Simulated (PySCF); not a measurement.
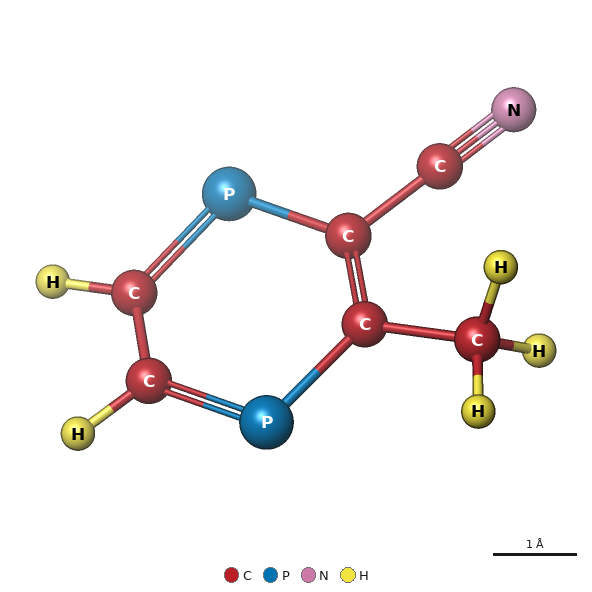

Distant atoms are faded towards the background colour. The computed structure is the end point of a GFN2-xTB optimisation. No frequency run is at hand to confirm it as a minimum. Masses are those of the most abundant isotopes; constants are for the rigid equilibrium geometry.

What kind of rotor is it, and what are its rotational constants in cm⁻¹?

An asymmetric top (Cs): A = 0.0583, B = 0.0395, C = 0.0237 cm⁻¹. Ray's parameter κ is −0.09, midway between the limits.
